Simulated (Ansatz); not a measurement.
# ZnH₂O₂ + NH₃: a complex and its separated parts

The complex below is one end of an elementary step. How strongly is it bound against its free parts?

Computed with Ansatz 0.2.0, Gaussian basis. Level: PBE0-D4/def2-TZVP structures, single points in def2-TZVPP, no counterpoise correction.

Levels: SPW92, PBE-D4, BLYP-D4, r2SCAN-D4, B97M-V, PBE0-D4, B3LYP-D4, r2SCAN0-D4, BHLYP-D4, CAM-B3LYP-D4, wB97X-V, wB97M-V, B2PLYP, PBE-QIDH, RPA on PBE, Hartree-Fock, MP2, CCSD, CCSD(T).

Correlated methods freeze the cores. The 3s and 3p shells of Cu and Zn are frozen; filled d shells are correlated. B3LYP uses VWN-RPA correlation. B2PLYP carries no dispersion term here.

94 further runs of the same task are left out: 94 set aside as unsound or not needed. Runs told in other sessions of the task aren't counted.

### 1 The system as given

The complex: 9 atoms, charge 0, spin multiplicity 1.

Atoms are counted from 1 here; the program's logs count them from 0.

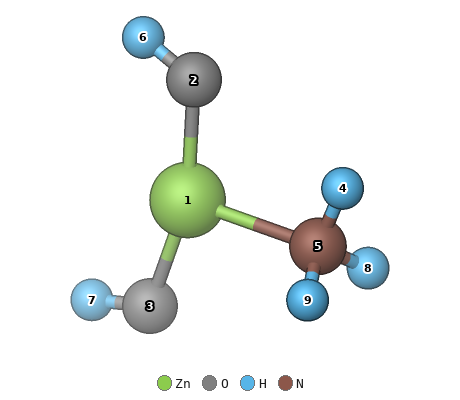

As it starts; zinc green, oxygen grey, hydrogen blue, nitrogen brown; atoms are numbered from 1 in the order of the file.

Coordinates:

| atom | x (Å) | y (Å) | z (Å) |
| --- | --- | --- | --- |
| Zn1 | 0.20747 | 0.39050 | -0.61639 |
| O2 | 1.85750 | 0.70475 | 0.07333 |
| O3 | -1.23855 | 0.35297 | -1.70294 |
| H4 | 0.31926 | -0.75559 | 1.72999 |
| N5 | -0.47184 | -0.73324 | 1.09602 |
| H6 | 2.45537 | 1.21470 | -0.47315 |
| H7 | -1.13432 | 0.80910 | -2.53836 |
| H8 | -0.73746 | -1.68290 | 0.86575 |
| H9 | -1.25755 | -0.30040 | 1.56585 |

Its parts: ZnH₂O₂ holds atoms 1, 2, 3, 6, 7; NH₃ holds atoms 4, 5, 8, 9. Each part counts its atoms afresh in its own runs.

### 2 Relaxing ZnH₂O₂ alone

Input file relax-a/in.yaml:

```yaml
crystal:
  periodic: [false, false, false]
  atoms:
    - {symbol: Zn, position_ang: [0.207475, 0.390502, -0.616392]}
    - {symbol: O, position_ang: [1.857503, 0.704746, 0.073327]}
    - {symbol: O, position_ang: [-1.238547, 0.352972, -1.702937]}
    - {symbol: H, position_ang: [2.455371, 1.214705, -0.473147]}
    - {symbol: H, position_ang: [-1.134316, 0.809103, -2.538361]}
basis:
  gaussian: {orbitals: def2-TZVP}
hamiltonian: {xc: pbe0, dispersion: d4}
relax: {f_tol: 0.005, max_steps: 200}
```

The run is started by

```console
ansatz run in.yaml --threads 8 --pin off --events-out ev --progress --plain --max-ram 19148MiB
```

Output, shortened:

```text
Functional definition: PBE0
  name "PBE0"
  cite "Adamo & Barone, J. Chem. Phys. 110, 6158 (1999) doi:10.1063/1.478522"
  cite "Perdew, Burke & Ernzerhof, Phys. Rev. Lett. 77, 3865 (1996) doi:10.1103/PhysRevLett.77.3865"
  parent pbe
[...]
931 factors; their error is unknown
[...]
mean field -52537.79452137 eV, -1930.7283372641 hartree, gradient 7.7e-5 eV, S^2 0.000000; 0 other end points of the search recorded, 0 dependent functions left out
[...]
reference -52537.79455337 eV, -1930.7283384402 hartree; 24, 24 occupied and 98, 98 virtual orbitals, 931 factors
[...]
reference -52538.03065222 eV, -1930.7370149127 hartree; 24, 24 occupied and 98, 98 virtual orbitals, 931 factors
Total energy: -52538.07412359 eV, -1930.7386124563 hartree
Atom 0 at     0.363118     0.601572    -0.917837 Å, force     0.001336     0.001039    -0.001487 eV/Å
Atom 1 at     1.929954     0.482496    -0.112805 Å, force     0.000854    -0.000334     0.000890 eV/Å
Atom 2 at    -1.266566     0.632776    -1.596270 Å, force    -0.002080    -0.000176    -0.000278 eV/Å
Atom 3 at     2.437446     1.295605    -0.092729 Å, force    -0.000119    -0.000241     0.000429 eV/Å
Atom 4 at    -1.316466     0.459579    -2.537869 Å, force     0.000009    -0.000288     0.000447 eV/Å
Dipole moment:     0.156350     0.218646    -0.314898 e Å
```

Wall time 9 s (8 threads of Arm Neoverse V1, shared host).

The steps of the relaxation: (the energy doesn't fall at every step)

| step | energy from step 1 (eV) | largest force component (eV/Å) |
| --- | --- | --- |
| 1 | 0.0000 | 0.9275 |
| 2 | -0.1443 | 0.6283 |
| 3 | -0.2140 | 0.3151 |
| 4 | -0.2208 | 0.1030 |
| 5 | -0.2315 | 0.1818 |
| 6 | -0.2354 | 0.0418 |
| 7 | -0.2358 | 0.0476 |
| 8 | -0.2363 | 0.0038 |
| 9 | -0.1802 | 1.3844 |
| 10 | -0.2363 | 0.0233 |
| 11 | -0.2364 | 0.0021 |

Distances of close pairs at the start and the end, largest changes first:

| bond | before (Å) | after (Å) | change (Å) |
| --- | --- | --- | --- |
| Zn1–O2 | 1.816 | 1.766 | -0.050 |
| Zn1–O3 | 1.809 | 1.766 | -0.044 |
| O2–H4 | 0.957 | 0.959 | +0.002 |
| O3–H5 | 0.958 | 0.959 | +0.001 |

### 3 Relaxing NH₃ alone

Input file relax-b/in.yaml:

```yaml
crystal:
  periodic: [false, false, false]
  atoms:
    - {symbol: H, position_ang: [0.319262, -0.755587, 1.729992]}
    - {symbol: N, position_ang: [-0.471837, -0.733241, 1.096020]}
    - {symbol: H, position_ang: [-0.737460, -1.682899, 0.865746]}
    - {symbol: H, position_ang: [-1.257552, -0.300401, 1.565854]}
basis:
  gaussian: {orbitals: def2-TZVP}
hamiltonian: {xc: pbe0, dispersion: d4}
relax: {f_tol: 0.005, max_steps: 200}
```

The run is started by

```console
ansatz run in.yaml --threads 8 --pin off --events-out ev --progress --plain --max-ram 19148MiB
```

Output, shortened:

```text
[... 5 set-up lines as earlier in the session ...]
[...]
287 factors; their error is unknown
[...]
mean field -1537.79528815 eV, -56.5129344845 hartree, gradient 4.3e-6 eV, S^2 0.000000; 0 other end points of the search recorded, 0 dependent functions left out
[...]
Total energy: -1537.80844333 eV, -56.5134179285 hartree
Atom 0 at     0.304917    -0.761563     1.730256 Å, force     0.000435    -0.000018     0.000200 eV/Å
Atom 1 at    -0.470956    -0.724884     1.080669 Å, force    -0.000742    -0.000219     0.000062 eV/Å
Atom 2 at    -0.731493    -1.681434     0.874759 Å, force     0.000731    -0.001341    -0.000840 eV/Å
Atom 3 at    -1.250055    -0.304246     1.571928 Å, force    -0.000424     0.001577     0.000578 eV/Å
Dipole moment:    -0.082482    -0.179101     0.292450 e Å
```

Run time: 0.7 s. Hardware: 8 threads of Arm Neoverse V1, shared host.

Along the way:

| step | energy from step 1 (eV) | largest force component (eV/Å) |
| --- | --- | --- |
| 1 | 0.0000 | 0.1894 |
| 2 | -0.0030 | 0.1228 |
| 3 | -0.0029 | 0.1925 |
| 4 | -0.0040 | 0.0240 |
| 5 | -0.0040 | 0.0016 |

Close pairs (by a distance rule), those that changed most:

| bond | before (Å) | after (Å) | change (Å) |
| --- | --- | --- | --- |
| H1–N2 | 1.014 | 1.013 | -0.001 |
| N2–H4 | 1.013 | 1.013 | -0.000 |
| N2–H3 | 1.013 | 1.013 | -0.000 |

### 4 SPW92/def2-TZVPP

Input file parta/in.yaml:

```yaml
crystal:
  periodic: [false, false, false]
  atoms:
    - {symbol: Zn, position_ang: [0.363118, 0.601572, -0.917837]}
    - {symbol: O, position_ang: [1.929954, 0.482496, -0.112805]}
    - {symbol: O, position_ang: [-1.266566, 0.632776, -1.596270]}
    - {symbol: H, position_ang: [2.437446, 1.295605, -0.092729]}
    - {symbol: H, position_ang: [-1.316466, 0.459579, -2.537869]}
basis:
  gaussian: {orbitals: def2-TZVPP}
hamiltonian: {xc: lda}
```

Input file partb/in.yaml:

```yaml
crystal:
  periodic: [false, false, false]
  atoms:
    - {symbol: H, position_ang: [0.304917, -0.761563, 1.730256]}
    - {symbol: N, position_ang: [-0.470956, -0.724884, 1.080669]}
    - {symbol: H, position_ang: [-0.731493, -1.681434, 0.874759]}
    - {symbol: H, position_ang: [-1.250055, -0.304246, 1.571928]}
basis:
  gaussian: {orbitals: def2-TZVPP}
hamiltonian: {xc: lda}
```

The same command starts each run, in its folder.

The run is started by

```console
ansatz run in.yaml --threads 8 --pin off --events-out ev --progress --plain --max-ram 19148MiB
```

parta printed, shortened:

```text
Functional definition: SPW92
  name "SPW92"
  cite "Dirac, Proc. Camb. Phil. Soc. 26, 376 (1930) doi:10.1017/S0305004100016108"
  cite "Slater, Phys. Rev. 81, 385 (1951) doi:10.1103/PhysRev.81.385"
  cite "Perdew & Wang, Phys. Rev. B 45, 13244 (1992) doi:10.1103/PhysRevB.45.13244"
[...]
919 factors; their error is unknown
[...]
mean field -52441.31322960 eV, -1927.1827151891 hartree, gradient 4.8e-5 eV, S^2 0.000000; 0 other end points of the search recorded, 0 dependent functions left out
reference -52441.31326960 eV, -1927.1827166591 hartree; 24, 24 occupied and 130, 130 virtual orbitals, 919 factors
Total energy: -52441.31326960 eV, -1927.1827166591 hartree
```

Output in partb, shortened:

```text
[... 5 set-up lines as earlier in the session ...]
[...]
332 factors; their error is unknown
[...]
mean field -1526.58935578 eV, -56.1011240654 hartree, gradient 8.6e-5 eV, S^2 0.000000; 0 other end points of the search recorded, 0 dependent functions left out
reference -1526.58937518 eV, -56.1011247783 hartree; 5, 5 occupied and 68, 68 virtual orbitals, 332 factors
Total energy: -1526.58937518 eV, -56.1011247783 hartree
```

Times: 0.4 s (parta), 0.15 s (partb) on 8 threads of Arm Neoverse V1, shared host.

### 5 PBE-D4/def2-TZVPP

The same edit goes into each in.yaml of step 4 (parta, partb):

```diff
-hamiltonian: {xc: lda}
+hamiltonian: {xc: pbe, dispersion: d4}
```

One command serves all of them, each in its own folder.

The run is started by

```console
ansatz run in.yaml --threads 8 --pin off --events-out ev --progress --plain --max-ram 19148MiB
```

parta printed, shortened:

```text
Functional definition: PBE
  name "PBE"
[... 2 set-up lines as earlier in the session ...]
[...]
919 factors; their error is unknown
[...]
mean field -52537.83913232 eV, -1930.7299766864 hartree, gradient 4.8e-5 eV, S^2 0.000000; 0 other end points of the search recorded, 0 dependent functions left out
reference -52537.83917483 eV, -1930.7299782484 hartree; 24, 24 occupied and 130, 130 virtual orbitals, 919 factors
Total energy: -52537.89110998 eV, -1930.7318868302 hartree
```

Output in partb, shortened:

```text
[... 4 set-up lines as earlier in the session ...]
[...]
332 factors; their error is unknown
[...]
mean field -1537.73152617 eV, -56.5105912749 hartree, gradient 6.1e-5 eV, S^2 0.000000; 0 other end points of the search recorded, 0 dependent functions left out
reference -1537.73154652 eV, -56.5105920226 hartree; 5, 5 occupied and 68, 68 virtual orbitals, 332 factors
Total energy: -1537.74292454 eV, -56.5110101573 hartree
```

Times: 0.5 s (parta), 0.15 s (partb) on 8 threads of Arm Neoverse V1, shared host.

### 6 BLYP-D4/def2-TZVPP

The same edit goes into each in.yaml of step 5 (parta, partb):

```diff
-hamiltonian: {xc: pbe, dispersion: d4}
+hamiltonian: {xc: {name: BLYP}, dispersion: d4}
```

Each run has its own folder and the same command.

The run is started by

```console
ansatz run in.yaml --threads 8 --pin off --events-out ev --progress --plain --max-ram 19148MiB
```

parta printed, shortened:

```text
Functional definition: BLYP
  name "BLYP"
  cite "Becke, Phys. Rev. A 38, 3098 (1988) doi:10.1103/PhysRevA.38.3098"
  cite "Lee, Yang & Parr, Phys. Rev. B 37, 785 (1988) doi:10.1103/PhysRevB.37.785"
[...]
919 factors; their error is unknown
[...]
mean field -52551.20375766 eV, -1931.2211176089 hartree, gradient 2.4e-5 eV, S^2 0.000000; 0 other end points of the search recorded, 0 dependent functions left out
reference -52551.20405325 eV, -1931.2211284716 hartree; 24, 24 occupied and 130, 130 virtual orbitals, 919 factors
Total energy: -52551.31941731 eV, -1931.2253680226 hartree
```

Output in partb, shortened:

```text
[... 4 set-up lines as earlier in the session ...]
[...]
332 factors; their error is unknown
[...]
mean field -1539.10790761 eV, -56.5611723600 hartree, gradient 6.0e-5 eV, S^2 0.000000; 0 other end points of the search recorded, 0 dependent functions left out
reference -1539.10809318 eV, -56.5611791796 hartree; 5, 5 occupied and 68, 68 virtual orbitals, 332 factors
Total energy: -1539.13554272 eV, -56.5621879315 hartree
```

Wall times: 0.6 s (parta), 0.15 s (partb) on 8 threads of Arm Neoverse V1, shared host.

### 7 r2SCAN-D4/def2-TZVPP

The same edit goes into each in.yaml of step 6 (parta, partb):

```diff
-hamiltonian: {xc: {name: BLYP}, dispersion: d4}
+hamiltonian: {xc: r2scan, dispersion: d4}
```

One command serves all of them, each in its own folder.

The run is started by

```console
ansatz run in.yaml --threads 8 --pin off --events-out ev --progress --plain --max-ram 19148MiB
```

Output in parta, shortened:

```text
Functional definition: r2SCAN
  name "r2SCAN"
  cite "Furness, Kaplan, Ning, Perdew & Sun, J. Phys. Chem. Lett. 11, 8208 (2020) doi:10.1021/acs.jpclett.0c02405"
  cite "Furness, Kaplan, Ning, Perdew & Sun, J. Phys. Chem. Lett. 11, 9248 (2020) doi:10.1021/acs.jpclett.0c03077"
  parent r2scan
[...]
919 factors; their error is unknown
[...]
mean field -52546.99605882 eV, -1931.0664875285 hartree, gradient 1.9e-5 eV, S^2 0.000000; 0 other end points of the search recorded, 0 dependent functions left out
reference -52546.99607251 eV, -1931.0664880315 hartree; 24, 24 occupied and 130, 130 virtual orbitals, 919 factors
Total energy: -52547.00830397 eV, -1931.0669375294 hartree
```

partb printed, shortened:

```text
[... 5 set-up lines as earlier in the session ...]
[...]
332 factors; their error is unknown
[...]
mean field -1538.76472123 eV, -56.5485604931 hartree, gradient 3.2e-5 eV, S^2 0.000000; 0 other end points of the search recorded, 0 dependent functions left out
reference -1538.76472769 eV, -56.5485607304 hartree; 5, 5 occupied and 68, 68 virtual orbitals, 332 factors
Total energy: -1538.76744066 eV, -56.5486604303 hartree
```

Times: 1.2 s (parta), 0.45 s (partb) on 8 threads of Arm Neoverse V1, shared host.

### 8 B97M-V/def2-TZVPP

Each input of step 7 (parta, partb) changes in the same lines:

```diff
-hamiltonian: {xc: r2scan, dispersion: d4}
+hamiltonian: {xc: {name: B97M-V}}
```

One command serves all of them, each in its own folder.

The run is started by

```console
ansatz run in.yaml --threads 8 --pin off --events-out ev --progress --plain --max-ram 19148MiB
```

Log of parta, shortened:

```text
Functional definition: B97M-V
  name "B97M-V"
  cite "Mardirossian & Head-Gordon, J. Chem. Phys. 142, 074111 (2015) doi:10.1063/1.4907719"
  cite "Becke, J. Chem. Phys. 107, 8554 (1997) doi:10.1063/1.475007"
  cite "Vydrov & Van Voorhis, J. Chem. Phys. 133, 244103 (2010) doi:10.1063/1.3521275"
  # Of w^i u^j: cxij and so on, Table III.
[...]
  gx(w, u) = cx00 + cx01*u + cx02*u^2 + (cx10 + cx11*u)*w
[...]
  gos(w, u) = cos00 + cos01*u + cos03*u^3 + cos10*w + cos32*w^3*u^2
[...]
      + integral(e_c_pw_mod_opposite_spin*gos(b97_w_opposite, b97_u_opposite)) + vv10(b, c)
919 factors; their error is unknown
[...]
mean field -52538.29294711 eV, -1930.7466540722 hartree, gradient 2.3e-5 eV, S^2 0.000000; 0 other end points of the search recorded, 0 dependent functions left out
reference -52538.29300943 eV, -1930.7466563625 hartree; 24, 24 occupied and 130, 130 virtual orbitals, 919 factors
Total energy: -52538.29300943 eV, -1930.7466563625 hartree
```

partb printed, shortened:

```text
[... 5 set-up lines as earlier in the session ...]
  # Of w^i u^j: cxij and so on, Table III.
[...]
  gx(w, u) = cx00 + cx01*u + cx02*u^2 + (cx10 + cx11*u)*w
[...]
  gos(w, u) = cos00 + cos01*u + cos03*u^3 + cos10*w + cos32*w^3*u^2
[...]
      + integral(e_c_pw_mod_opposite_spin*gos(b97_w_opposite, b97_u_opposite)) + vv10(b, c)
332 factors; their error is unknown
[...]
mean field -1539.38749067 eV, -56.5714468480 hartree, gradient 4.5e-5 eV, S^2 0.000000; 0 other end points of the search recorded, 0 dependent functions left out
reference -1539.38752350 eV, -56.5714480542 hartree; 5, 5 occupied and 68, 68 virtual orbitals, 332 factors
Total energy: -1539.38752350 eV, -56.5714480542 hartree
```

Wall times: 2.1 s (parta), 0.4 s (partb) on 8 threads of Arm Neoverse V1, shared host.

### 9 PBE0-D4/def2-TZVPP

Each input of step 8 (parta, partb) changes in the same lines:

```diff
-hamiltonian: {xc: {name: B97M-V}}
+hamiltonian: {xc: pbe0, dispersion: d4}
+output: {orbitals: {seedname: orbitals}}
```

The same command starts each run, in its folder.

The run is started by

```console
ansatz run in.yaml --threads 8 --pin off --events-out ev --progress --plain --max-ram 19148MiB
```

parta printed, shortened:

```text
[... 5 set-up lines as earlier in the session ...]
[...]
1004 factors; their error is unknown
[...]
mean field -52538.14457391 eV, -1930.7412014579 hartree, gradient 8.1e-5 eV, S^2 0.000000; 0 other end points of the search recorded, 0 dependent functions left out
reference -52538.14460572 eV, -1930.7412026269 hartree; 24, 24 occupied and 130, 130 virtual orbitals, 1004 factors
Total energy: -52538.18807710 eV, -1930.7428001706 hartree
```

Output in partb, shortened:

```text
[... 5 set-up lines as earlier in the session ...]
[...]
332 factors; their error is unknown
[...]
mean field -1537.87185039 eV, -56.5157480950 hartree, gradient 1.3e-5 eV, S^2 0.000000; 0 other end points of the search recorded, 0 dependent functions left out
reference -1537.87186631 eV, -56.5157486798 hartree; 5, 5 occupied and 68, 68 virtual orbitals, 332 factors
Total energy: -1537.88098214 eV, -56.5160836803 hartree
```

Wall times: 1.1 s (parta), 0.15 s (partb) on 8 threads of Arm Neoverse V1, shared host.

### 10 B3LYP-D4/def2-TZVPP

The same edit goes into each in.yaml of step 9 (parta, partb):

```diff
-hamiltonian: {xc: pbe0, dispersion: d4}
-output: {orbitals: {seedname: orbitals}}
+hamiltonian: {xc: {name: B3LYP}, dispersion: d4}
```

One command serves all of them, each in its own folder.

The run is started by

```console
ansatz run in.yaml --threads 8 --pin off --events-out ev --progress --plain --max-ram 19148MiB
```

Log of parta, shortened:

```text
Functional definition: B3LYP
  name "B3LYP"
  cite "Stephens, Devlin, Chabalowski & Frisch, J. Phys. Chem. 98, 11623 (1994) doi:10.1021/j100096a001"
[... 2 set-up lines as earlier in the session ...]
  cite "Vosko, Wilk & Nusair, Can. J. Phys. 58, 1200 (1980) doi:10.1139/p80-159"
[...]
984 factors; their error is unknown
[...]
mean field -52550.78099808 eV, -1931.2055814807 hartree, gradient 7.5e-5 eV, S^2 0.000000; 0 other end points of the search recorded, 0 dependent functions left out
reference -52550.78122038 eV, -1931.2055896499 hartree; 24, 24 occupied and 130, 130 virtual orbitals, 984 factors
Total energy: -52550.86550251 eV, -1931.2086869613 hartree
```

Log of partb, shortened:

```text
[... 6 set-up lines as earlier in the session ...]
[...]
332 factors; their error is unknown
[...]
mean field -1539.85469612 eV, -56.5886163316 hartree, gradient 1.5e-5 eV, S^2 0.000000; 0 other end points of the search recorded, 0 dependent functions left out
reference -1539.85483573 eV, -56.5886214620 hartree; 5, 5 occupied and 68, 68 virtual orbitals, 332 factors
Total energy: -1539.87289669 eV, -56.5892851901 hartree
```

Wall times: 1.2 s (parta), 0.2 s (partb) on 8 threads of Arm Neoverse V1, shared host.

### 11 r2SCAN0-D4/def2-TZVPP

Each input of step 10 (parta, partb) changes in the same lines:

```diff
-hamiltonian: {xc: {name: B3LYP}, dispersion: d4}
+hamiltonian: {xc: {name: r2SCAN0}, dispersion: d4}
```

One command serves all of them, each in its own folder.

The run is started by

```console
ansatz run in.yaml --threads 8 --pin off --events-out ev --progress --plain --max-ram 19148MiB
```

Log of parta, shortened:

```text
Functional definition: r2SCAN0
  name "r2SCAN0"
  cite "Bursch, Neugebauer, Ehlert & Grimme, J. Chem. Phys. 156, 134105 (2022) doi:10.1063/5.0086040"
[... 3 set-up lines as earlier in the session ...]
[...]
1004 factors; their error is unknown
[...]
mean field -52545.20102782 eV, -1931.0005213559 hartree, gradient 5.8e-5 eV, S^2 0.000000; 0 other end points of the search recorded, 0 dependent functions left out
reference -52545.20103878 eV, -1931.0005217586 hartree; 24, 24 occupied and 130, 130 virtual orbitals, 1004 factors
Total energy: -52545.21552052 eV, -1931.0010539529 hartree
```

Log of partb, shortened:

```text
[... 6 set-up lines as earlier in the session ...]
[...]
332 factors; their error is unknown
[...]
mean field -1538.56926802 eV, -56.5413777201 hartree, gradient 3.7e-5 eV, S^2 0.000000; 0 other end points of the search recorded, 0 dependent functions left out
reference -1538.56927311 eV, -56.5413779070 hartree; 5, 5 occupied and 68, 68 virtual orbitals, 332 factors
Total energy: -1538.57227445 eV, -56.5414882041 hartree
```

Times: 1.9 s (parta), 0.45 s (partb) on 8 threads of Arm Neoverse V1, shared host.

### 12 BHLYP-D4/def2-TZVPP

Each input of step 11 (parta, partb) changes in the same lines:

```diff
-hamiltonian: {xc: {name: r2SCAN0}, dispersion: d4}
+hamiltonian: {xc: {name: BHLYP}, dispersion: d4}
```

The same command starts each run, in its folder.

The run is started by

```console
ansatz run in.yaml --threads 8 --pin off --events-out ev --progress --plain --max-ram 19148MiB
```

Log of parta, shortened:

```text
Functional definition: BHLYP
  name "BHLYP"
  cite "Becke, J. Chem. Phys. 98, 1372 (1993) doi:10.1063/1.464304"
[... 2 set-up lines as earlier in the session ...]
[...]
1112 factors; their error is unknown
[...]
mean field -52546.06190305 eV, -1931.0321579372 hartree, gradient 2.9e-5 eV, S^2 0.000000; 0 other end points of the search recorded, 0 dependent functions left out
reference -52546.06205205 eV, -1931.0321634128 hartree; 24, 24 occupied and 130, 130 virtual orbitals, 1112 factors
Total energy: -52546.12735388 eV, -1931.0345632109 hartree
```

partb printed, shortened:

```text
[... 5 set-up lines as earlier in the session ...]
[...]
346 factors; their error is unknown
[...]
mean field -1538.73563720 eV, -56.5474916746 hartree, gradient 7.6e-5 eV, S^2 0.000000; 0 other end points of the search recorded, 0 dependent functions left out
reference -1538.73573384 eV, -56.5474952262 hartree; 5, 5 occupied and 68, 68 virtual orbitals, 346 factors
Total energy: -1538.74643407 eV, -56.5478884522 hartree
```

Wall times: 0.85 s (parta), 0.2 s (partb) on 8 threads of Arm Neoverse V1, shared host.

(Part 1 of 2 ends here.)
